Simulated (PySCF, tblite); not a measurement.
**C₇H₁₂BNO: infrared bands, NMR shifts and electronic excitations in gas and solvents**

Aim: compute the infrared bands, NMR shifts and electronic excitations of C₇H₁₂BNO (`[BH3-][n+]1ccccc1COC`), and see what a dielectric continuum does where one was used.

Computed with tblite 0.8.0 and PySCF 2.14.0, with density-fitted response routines of our own, on a single molecule, in the gas phase or a continuum. Atoms count from 0, in the outputs and in this text.

**1. The molecule as given**

22 atoms, charge 0, multiplicity 1; geometry from: force field or distance geometry start.

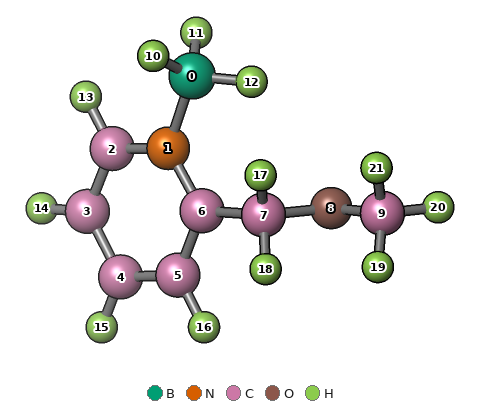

The starting geometry (boron teal, nitrogen orange, carbon pink, oxygen brown, hydrogen green), atoms numbered.

**2. Geometry optimisation with GFN2-xTB**

Job settings and geometry (Å):

```
{"job": {"kind": "relax", "xc": "GFN2-xTB", "basis": "xTB"}, "charge": 0, "multiplicity": 1}
B     -0.478400     2.048100     0.578800
N     -1.044700     0.673400     0.215700
C     -2.368100     0.547400     0.039800
C     -2.958100    -0.654000    -0.294500
C     -2.145800    -1.780500    -0.409900
C     -0.791000    -1.624500    -0.220700
C     -0.227100    -0.395500     0.100600
C      1.241200    -0.339300     0.299800
O      1.947600    -0.070200    -0.868500
C      3.303500    -0.054600    -0.499700
H     -0.649200     2.330900     1.718100
H     -0.978800     2.845100    -0.179500
H      0.671000     2.069000     0.341400
H     -3.006900     1.438600     0.139700
H     -4.037000    -0.697400    -0.425700
H     -2.585400    -2.741500    -0.658600
H     -0.158500    -2.519200    -0.323900
H      1.562600     0.377400     1.063000
H      1.646200    -1.324700     0.649900
H      3.607800    -1.045500    -0.079400
H      3.921700     0.174000    -1.404900
H      3.517000     0.762500     0.217900
```

Launch:

```bash
$ OMP_NUM_THREADS=1 python probes_run.py task.json out
```

This one command runs all jobs of the session in turn.

Output:

```text
step      E/eV     max force
  0    -797.42411    1.382
  1    -797.54041    0.698
  2    -797.59506    0.569
  3    -797.63367    0.463
  4    -797.66911    0.368
  5    -797.69308    0.307
  6    -797.70909    0.327
  7    -797.72227    0.319
  8    -797.73645    0.262
  9    -797.74899    0.219
 10    -797.75713    0.158
 11    -797.76176    0.154
 12    -797.76588    0.140
 13    -797.77015    0.134
 14    -797.77361    0.110
 15    -797.77615    0.103
 16    -797.77811    0.099
 17    -797.77972    0.090
 18    -797.78105    0.084
 19    -797.78215    0.072
 20    -797.78314    0.064
 21    -797.78416    0.086
 22    -797.78526    0.085
 23    -797.78642    0.084
 24    -797.78760    0.074
 25    -797.78871    0.071
 26    -797.78974    0.081
 27    -797.79078    0.074
 28    -797.79202    0.072
 29    -797.79363    0.097
 30    -797.79562    0.101
 31    -797.79794    0.106
 32    -797.80063    0.113
 33    -797.80386    0.141
 34    -797.80783    0.172
 35    -797.81243    0.172
 36    -797.81695    0.175
 37    -797.82057    0.166
 38    -797.82299    0.093
 39    -797.82457    0.118
 40    -797.82492    0.150
 41    -797.82700    0.126
 42    -797.82830    0.095
 43    -797.83079    0.086
 44    -797.83212    0.079
 45    -797.83392    0.105
 46    -797.83550    0.114
 47    -797.83718    0.110
 48    -797.83833    0.148
 49    -797.84002    0.081
 50    -797.84153    0.070
 51    -797.84338    0.103
 52    -797.84500    0.128
 53    -797.84755    0.113
 54    -797.84948    0.097
 55    -797.85086    0.073
 56    -797.85189    0.080
 57    -797.85304    0.093
 58    -797.85400    0.079
 59    -797.85466    0.053
 60    -797.85512    0.046
 61    -797.85558    0.052
 62    -797.85608    0.051
 63    -797.85653    0.048
 64    -797.85692    0.043
 65    -797.85730    0.042
 66    -797.85770    0.044
 67    -797.85803    0.041
 68    -797.85827    0.038
 69    -797.85847    0.035
 70    -797.85861    0.028
 71    -797.85870    0.029
 72    -797.85875    0.023
 73    -797.85879    0.013
 74    -797.85882    0.012
 75    -797.85886    0.015
 76    -797.85889    0.015
 77    -797.85893    0.013
 78    -797.85898    0.016
 79    -797.85902    0.014
 80    -797.85905    0.014
 81    -797.85909    0.015
 82    -797.85914    0.016
 83    -797.85918    0.017
 84    -797.85922    0.017
 85    -797.85925    0.014
 86    -797.85928    0.014
 87    -797.85931    0.012
 88    -797.85934    0.011
 89    -797.85937    0.013
 90    -797.85942    0.015
 91    -797.85945    0.016
 92    -797.85948    0.011
 93    -797.85951    0.009
```

Wall time 1.3 s (1 thread of Arm Neoverse N1, shared host); peak memory 0.18 GiB.

Relaxation path: (not every step is listed)

```tsv
step	energy from step 0 (eV)	largest force (eV/Å)
0	0.0000	1.3818
1	-0.1163	0.6983
2	-0.1709	0.5686
3	-0.2096	0.4625
4	-0.2450	0.3684
5	-0.2690	0.3074
6	-0.2850	0.3266
7	-0.2982	0.3188
8	-0.3123	0.2616
16	-0.3540	0.0986
24	-0.3635	0.0741
32	-0.3765	0.1128
40	-0.4008	0.1496
48	-0.4142	0.1476
56	-0.4278	0.0799
64	-0.4328	0.0434
72	-0.4346	0.0228
80	-0.4349	0.0145
88	-0.4352	0.0110
89	-0.4353	0.0130
90	-0.4353	0.0149
91	-0.4353	0.0160
92	-0.4354	0.0110
93	-0.4354	0.0093
```

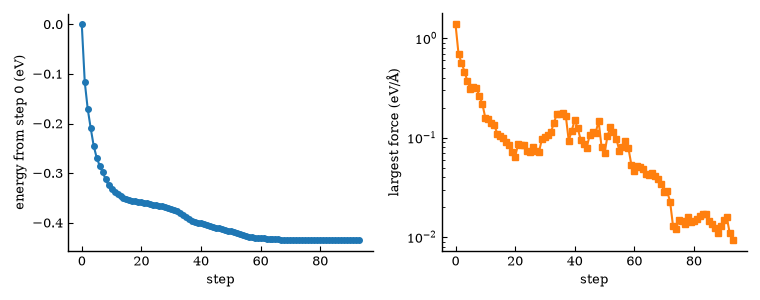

Energy and largest force along the relaxation.

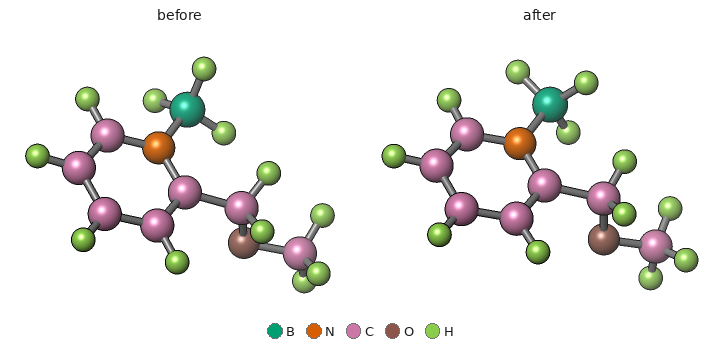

The geometry before (left) and after (right).

Close pairs (by a distance rule), those that changed most:

```tsv
bond	before (Å)	after (Å)	change (Å)
B0–N1	1.530	1.570	+0.040
C9–H20	1.120	1.088	-0.032
C7–O8	1.392	1.415	+0.023
C2–H13	1.101	1.079	-0.022
C5–H16	1.101	1.078	-0.022
C6–C7	1.483	1.504	+0.021
C9–H19	1.119	1.098	-0.021
B0–H12	1.174	1.192	+0.018
```

The next job starts from the end point, and lists it.

**3. Infrared spectrum with GFN2-xTB**

Job settings and geometry (Å):

```
{"job": {"kind": "ir", "xc": "GFN2-xTB", "basis": "xTB"}, "charge": 0, "multiplicity": 1}
B     -0.383749     2.042674     0.599708
N     -0.982715     0.644417     0.210817
C     -2.273360     0.570748    -0.110912
C     -2.907810    -0.605597    -0.456035
C     -2.170674    -1.778930    -0.470999
C     -0.830120    -1.702903    -0.133871
C     -0.259501    -0.483194     0.201684
C      1.212273    -0.433147     0.507452
O      1.898932    -0.331726    -0.725469
C      3.249602     0.021039    -0.572901
H     -0.004631     1.943083     1.733004
H     -1.248232     2.857069     0.500358
H      0.525295     2.260118    -0.140240
H     -2.810397     1.506288    -0.089734
H     -3.956233    -0.599121    -0.708645
H     -2.621949    -2.721930    -0.737424
H     -0.211094    -2.586035    -0.134763
H      1.430243     0.431764     1.142033
H      1.518635    -1.354177     1.031723
H      3.798010    -0.736938     0.001660
H      3.664117     0.085766    -1.576969
H      3.352949     0.990118    -0.071327
```

Output:

```text
mode    cm-1     km/mol
  1     -11.9      2.73
  2      69.7      5.88
  3      89.7      5.62
  4     144.5      2.44
  5     191.8      1.25
  6     223.8      1.70
  7     283.0      2.88
  8     331.8      1.94
  9     355.8     10.78
 10     393.1      0.50
 11     408.7      0.09
 12     481.2      5.17
 13     515.6      3.02
 14     601.5      2.36
 15     675.0     14.50
 16     708.4      1.29
 17     767.6     37.32
 18     840.8      3.47
 19     883.9      8.22
 20     896.6      6.45
 21     920.7      0.16
 22     925.3     45.89
 23     928.2      0.60
 24     973.2      9.52
 25     986.1     19.37
 26    1031.4      3.48
 27    1100.6      0.15
 28    1105.4     94.27
 29    1120.1      4.59
 30    1134.3      0.75
 31    1154.2     27.72
 32    1160.5     14.87
 33    1165.0      0.69
 34    1194.0     23.95
 35    1235.0     49.86
 36    1236.2     14.21
 37    1243.2     19.17
 38    1276.1     59.09
 39    1305.5      1.52
 40    1333.7      1.83
 41    1404.7      0.99
 42    1413.0      9.15
 43    1448.6     27.06
 44    1459.2      9.10
 45    1467.8      3.91
 46    1487.1      3.16
 47    1555.0      7.77
 48    1583.5     11.91
 49    2359.3    231.12
 50    2428.8    216.55
 51    2456.7    223.26
 52    2834.4     53.15
 53    2894.6     59.85
 54    2926.1     42.44
 55    2941.2      5.61
 56    3029.5     16.46
 57    3094.5      2.88
 58    3101.0      3.73
 59    3107.9     18.70
 60    3111.7     12.28
```

Wall time 1.6 s (1 thread of Arm Neoverse N1, shared host); peak memory 0.18 GiB.

The strongest bands and the atoms that carry them (share of the mass-weighted mode):

```tsv
cm⁻¹	km/mol	atoms
1105	94.3	O8 50 %, C9 26 %, C7 15 %
1235	49.9	H13 24 %, C6 17 %, H10 12 %
1276	59.1	H13 22 %, H12 20 %, H11 17 %, H10 17 %
2359	231.1	H10 89 %
2429	216.6	H12 70 %, H11 21 %
2457	223.3	H11 71 %, H12 22 %
2834	53.1	H18 93 %
2895	59.9	H19 80 %, H21 12 %
```

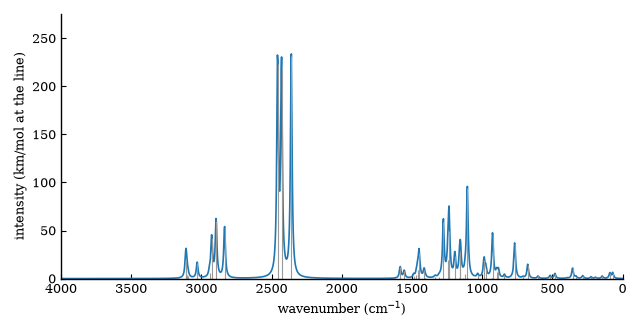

The infrared spectrum from these modes, unscaled. Lines are broadened to a width of 14 cm⁻¹ (Lorentzian).

**4. Geometry optimisation at PBE0-D3(BJ)/def2-SVP**

Job settings and geometry (Å):

```
{"job": {"xc": "PBE0", "basis": "def2-SVP", "d3": "d3bj", "grid": 1, "shake": 0.01, "kind": "geom"}, "charge": 0, "multiplicity": 1}
B     -0.363340     2.017120     0.603890
N     -0.988390     0.639890     0.208660
C     -2.293560     0.568430    -0.119560
C     -2.874580    -0.603340    -0.459560
C     -2.173490    -1.785610    -0.481550
C     -0.834030    -1.698080    -0.136260
C     -0.249920    -0.485190     0.201930
C      1.227730    -0.427700     0.502400
O      1.897100    -0.326320    -0.706120
C      3.246910     0.018600    -0.562880
H     -0.013500     1.940170     1.741830
H     -1.242430     2.857980     0.507060
H      0.497010     2.270330    -0.149840
H     -2.827080     1.509050    -0.082730
H     -3.960680    -0.609890    -0.708380
H     -2.622480    -2.707870    -0.729950
H     -0.209160    -2.574920    -0.136820
H      1.420980     0.437600     1.147860
H      1.516490    -1.362010     1.034010
H      3.773070    -0.730040     0.006570
H      3.647730     0.086380    -1.586610
H      3.360520     0.969780    -0.080470
```

Output:

```text
step   0  E = -427.96248959  max force = 0.052668
step   1  E = -427.97034082  max force = 0.008526
step   2  E = -427.97051263  max force = 0.004749
step   3  E = -427.97058422  max force = 0.003769
step   4  E = -427.97070468  max force = 0.001049
step   5  E = -427.97069390  max force = 0.001788
step   6  E = -427.97073271  max force = 0.000232
step   7  E = -427.97074524  max force = 0.000527
step   8  E = -427.97075811  max force = 0.000296
optimisation converged
```

Run time: 5.4 min. Hardware: 1 thread of Arm Neoverse N1, shared host; peak memory 0.91 GiB.

Relaxation path:

```tsv
step	energy from step 0 (eV)	largest force component (eV/Å)
0	0.0000	2.7083
1	-0.2136	0.4384
2	-0.2183	0.2442
3	-0.2203	0.1938
4	-0.2235	0.0539
5	-0.2233	0.0919
6	-0.2243	0.0119
7	-0.2246	0.0271
8	-0.2250	0.0152
```

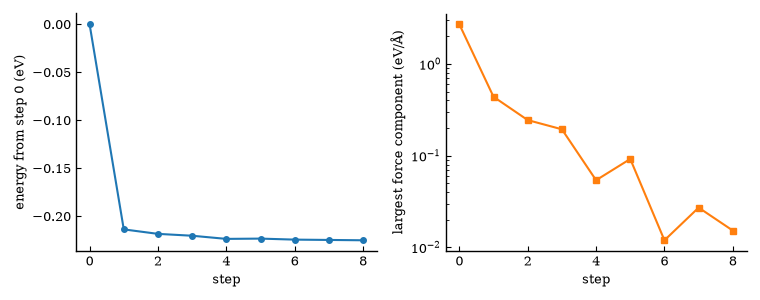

Energy and largest force along the relaxation.

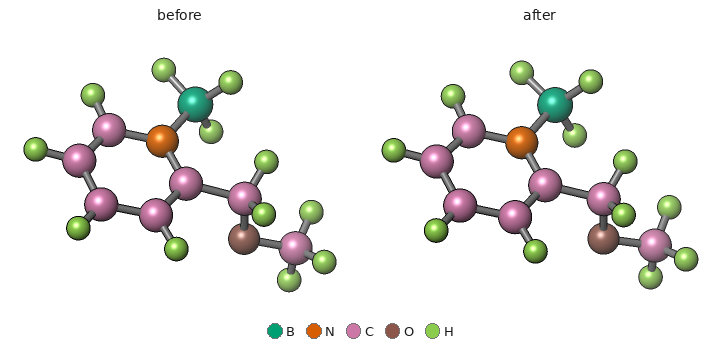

The geometry before (left) and after (right).

Distances of close pairs at the start and the end, largest changes first:

```tsv
bond	before (Å)	after (Å)	change (Å)
B0–H12	1.172	1.224	+0.052
B0–N1	1.563	1.606	+0.043
C4–H15	1.055	1.092	+0.037
B0–H10	1.193	1.229	+0.036
C2–C3	1.351	1.387	+0.035
C9–H21	1.073	1.106	+0.034
C9–H19	1.078	1.108	+0.030
C3–H14	1.114	1.091	-0.023
```

The next job starts from the end point, and lists it.

```tsv
at the end point	value
point group (found at 0.08 Å tolerance)	C1
rotational constants (GHz, main isotopes)	2.484, 0.929, 0.725
dipole moment (D)	5.54
```

**5. Shielding tensors: PBE0/pcSseg-1**

Job settings and geometry (Å):

```
{"job": {"kind": "nmr", "xc": "PBE0", "basis": "pcSseg-1"}, "charge": 0, "multiplicity": 1}
B     -0.315688     1.894925     0.560709
N     -0.950502     0.471990     0.170875
C     -2.249756     0.419872    -0.158938
C     -2.884233    -0.761107    -0.512743
C     -2.146395    -1.939976    -0.526387
C     -0.801765    -1.881056    -0.178597
C     -0.221567    -0.664302     0.168596
C      1.243593    -0.583349     0.478941
O      1.925699    -0.447068    -0.732652
C      3.253061    -0.044086    -0.569431
H      0.020751     1.820313     1.740472
H     -1.204160     2.717001     0.389775
H      0.647440     2.073300    -0.172528
H     -2.767970     1.378590    -0.129944
H     -3.943430    -0.743905    -0.773623
H     -2.609605    -2.889203    -0.803990
H     -0.177924    -2.776272    -0.177334
H      1.419805     0.276434     1.146658
H      1.553269    -1.507310     1.009588
H      3.838719    -0.775784     0.021927
H      3.701307     0.035159    -1.569355
H      3.319882     0.940996    -0.070811
```

With the program's defaults for keys left out, this is: GIAO PBE0/pcSseg-1 NMR shielding, non-relativistic, gas phase.

Output:

```text
coarse grid: 18280 points
cycle   1  E = -428.0508889593  dE =  1.507e+00  |g| = 6.111e-01  |ddm| = 4.214e+00
cycle   2  E = -428.0050292261  dE =  4.586e-02  |g| = 8.200e-01  |ddm| = 1.529e+00
cycle   3  E = -428.1372105758  dE = -1.322e-01  |g| = 1.114e-01  |ddm| = 9.255e-01
cycle   4  E = -428.1397003068  dE = -2.490e-03  |g| = 4.061e-02  |ddm| = 1.540e-01
cycle   5  E = -428.1400649589  dE = -3.647e-04  |g| = 2.248e-02  |ddm| = 5.266e-02
cycle   6  E = -428.1401783854  dE = -1.134e-04  |g| = 4.183e-03  |ddm| = 1.953e-02
cycle   7  E = -428.1401821783  dE = -3.793e-06  |g| = 1.006e-03  |ddm| = 3.852e-03
final grid: 176328 points
cycle   8  E = -428.2074537522  dE = -5.386e-05  |g| = 1.125e-02  |ddm| = 4.609e-02
cycle   9  E = -428.2074378249  dE =  1.593e-05  |g| = 1.501e-02  |ddm| = 1.948e-02
cycle  10  E = -428.2074795296  dE = -4.170e-05  |g| = 1.751e-03  |ddm| = 1.152e-02
cycle  11  E = -428.2074802054  dE = -6.759e-07  |g| = 2.742e-04  |ddm| = 1.799e-03
cycle  12  E = -428.2074802135  dE = -8.064e-09  |g| = 1.973e-04  |ddm| = 3.744e-04
cycle  13  E = -428.2074802233  dE = -9.858e-09  |g| = 3.922e-05  |ddm| = 2.093e-04
cycle  14  E = -428.2074802237  dE = -3.482e-10  |g| = 9.036e-06  |ddm| = 3.993e-05
converged SCF energy = -428.2074802237

GIAO shielding tensors (ppm)
atom      isotropic    diamagn.    paramagn.     s11        s22        s33       span
  0 B      117.640     191.559     -73.919     95.883    112.465    144.571     48.688
  1 N      -27.508     332.789    -360.297   -176.931   -151.771    246.178    423.109
  2 C       28.758     248.046    -219.288    -70.395     24.161    132.507    202.902
  3 C       55.706     258.699    -202.992    -53.729     45.430    175.418    229.147
  4 C       40.176     253.637    -213.461    -74.217     16.505    178.240    252.457
  5 C       51.438     256.098    -204.661    -55.744     44.550    165.508    221.252
  6 C       22.298     254.464    -232.166    -74.168     -7.210    148.272    222.440
  7 C      112.051     247.275    -135.224     93.141     96.652    146.361     53.221
  8 O      314.600     400.059     -85.459    280.201    330.213    333.385     53.184
  9 C      124.103     241.203    -117.101     90.040     99.981    182.287     92.248
 10 H       27.943      31.230      -3.286     23.969     27.697     32.165      8.196
 11 H       28.540      31.632      -3.092     24.546     29.285     31.790      7.244
 12 H       28.080      32.076      -3.996     23.431     28.840     31.967      8.536
 13 H       22.156      30.773      -8.617     16.962     21.932     27.575     10.613
 14 H       24.014      28.731      -4.718     20.926     24.480     26.635      5.709
 15 H       23.424      28.963      -5.539     20.413     23.527     26.334      5.921
 16 H       23.801      32.306      -8.505     20.041     22.842     28.520      8.479
 17 H       25.756      32.526      -6.771     21.820     25.004     30.442      8.622
 18 H       27.251      31.434      -4.183     24.252     26.221     31.281      7.028
 19 H       28.002      26.810       1.193     23.920     25.685     34.401     10.481
 20 H       27.525      27.294       0.231     23.756     24.572     34.247     10.491
 21 H       27.688      28.206      -0.518     23.225     26.519     33.321     10.096
```

It took 1.8 min on 1 thread of Arm Neoverse N1, shared host; peak memory 1.1 GiB.

Shifts follow as δ = σ(reference) − σ, with reference shieldings (ppm) from runs at the same level and on the same kind of geometry: 1H TMS 31.27, 13C TMS 184.4, 15N NH3 265.7, 17O H2O 334.6, 11B BF3·OEt2 100.7. The references are single molecules in the gas phase, so shifts against H2O, NH3, PH3, H3PO4 or CFCl3 are not on the usual liquid scales and can be off by tens of ppm. Atoms listed in one row are averaged.

```tsv
atoms	environment	σ (ppm)	δ (ppm)	δ scaled to CDCl3
C6	substituted aromatic carbon next to a ring nitrogen	22.3	162.1	156.9
C2	aromatic CH next to a ring nitrogen	28.8	155.7	150.6
C4	aromatic CH	40.2	144.2	139.5
C5	aromatic CH	51.4	133.0	128.6
C3	aromatic CH	55.7	128.7	124.5
C7	sp3 CH2 bonded to O, on an aromatic ring	112.1	72.4	69.8
C9	methyl carbon bonded to O	124.1	60.3	58.1
H13	hydrogen on an aromatic CH next to a ring nitrogen	22.16	9.11	8.85
H15	hydrogen on an aromatic CH	23.42	7.84	7.65
H16	hydrogen on an aromatic CH	23.80	7.47	7.29
H14	hydrogen on an aromatic CH	24.01	7.25	7.09
H17, H18	hydrogen on an sp3 CH2 bonded to O, on an aromatic ring	26.50	4.76	4.73
H19, H20, H21	hydrogen on a methyl carbon bonded to O	27.74	3.53	3.56
H10, H11, H12	hydrogen on a boron bonded to N	28.19	3.08	–
B0	boron bonded to N, 3 H	117.6	-16.9	–
N1	donor nitrogen of a Lewis adduct	-27.5	293.2	–
O8	ether oxygen	314.6	20.0	–
```

The scaled column applies a straight-line fit of computed shieldings to shifts measured in CDCl3 (root-mean-square error 0.21 ppm for H, 2.0 ppm for C).

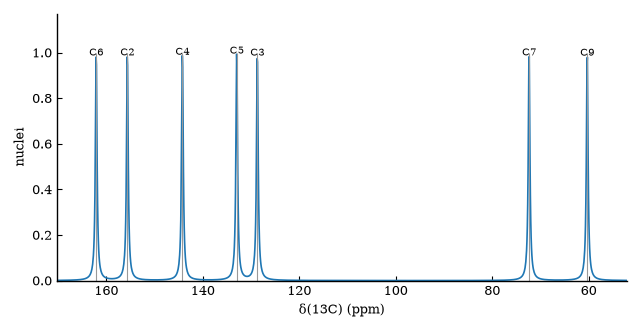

13C lines at the computed shifts, without couplings. Lines are broadened to a width of 0.41 ppm (Lorentzian).

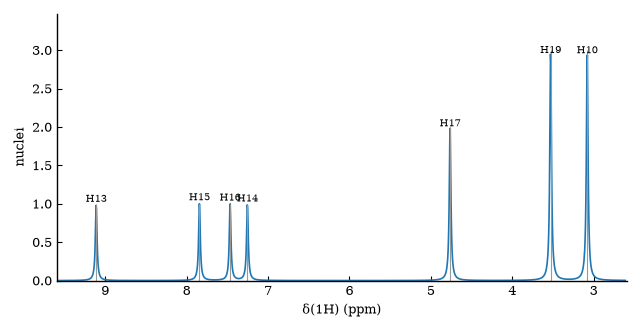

1H lines at the computed shifts, without couplings. Lines are broadened to a width of 0.02 ppm (Lorentzian).

The run also stored atomic charges by several schemes (e):

```tsv
atoms	Mulliken	IAO	Hirshfeld	ESP fit
B0	-0.05	-0.40	-0.10	-0.26
N1	-0.60	-0.02	0.02	0.10
C2	0.25	0.01	0.06	0.06
C3	-0.19	-0.16	-0.04	-0.28
C4	0.04	-0.11	-0.02	0.04
C5	-0.15	-0.15	-0.04	-0.34
C6	0.22	0.16	0.10	0.25
C7	0.13	-0.05	0.01	-0.13
O8	-0.50	-0.38	-0.14	-0.23
C9	-0.04	-0.19	-0.04	-0.22
```

Mulliken charges:

B0 -0.05; N1 -0.60; C2 0.25; C3 -0.19; C4 0.04; C5 -0.15; C6 0.22; C7 0.13; O8 -0.50; C9 -0.04; H10 -0.06; H11 -0.09; H12 -0.04; H13 0.15; H14 0.12; H15 0.12; H16 0.11; H17 0.15; H18 0.11; H19 0.09; H20 0.13; H21 0.11

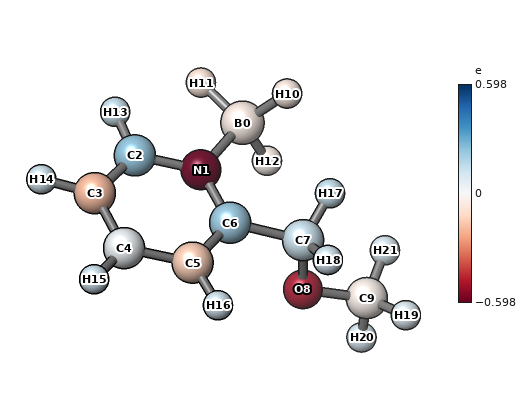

Mulliken charges, as colours on the atoms.

Mayer bond orders: B0–N1 0.60, N1–C2 1.33, C2–C3 1.42, C3–C4 1.40, C4–C5 1.42, C5–C6 1.36, C6–C7 1.05, C7–O8 0.95, O8–C9 0.93, C6–N1 1.25.

Ring of atoms N1, C2, C3, C4, C5, C6: NICS(0) -7.7, NICS(1) -10.7, NICS(1)zz -26.3 ppm (means of both faces).

The fields below are evaluated on a grid from the run's orbitals.

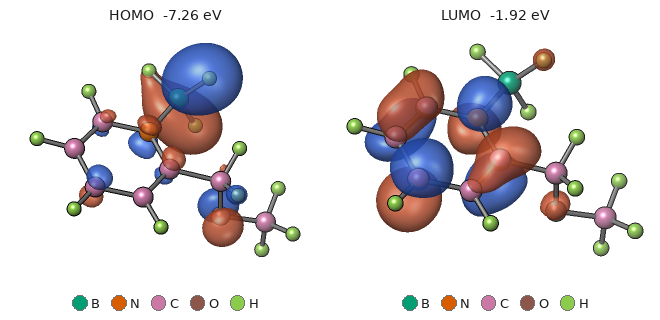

Frontier orbitals at PBE0/pcSseg-1; each surface holds 70 % of the orbital's density, blue and red mark the sign.

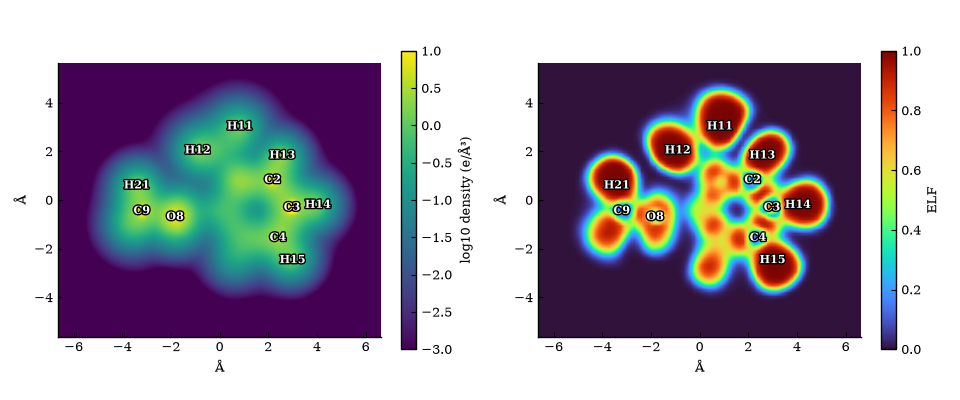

Density (left) and ELF (right) in a plane through or near 11 of the atoms.

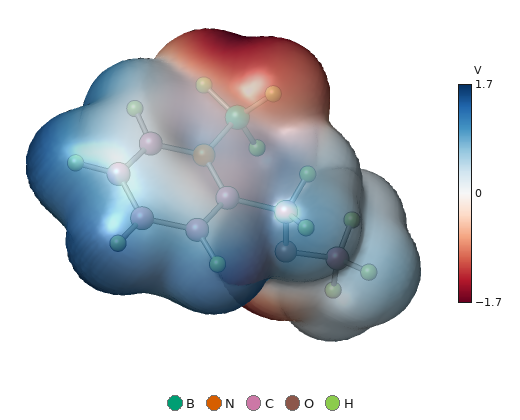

Electrostatic potential on the surface of density 0.002 e/bohr³; red is low, blue high. It runs from -1.70 to 1.50 V.

[end of part 1 of 2]
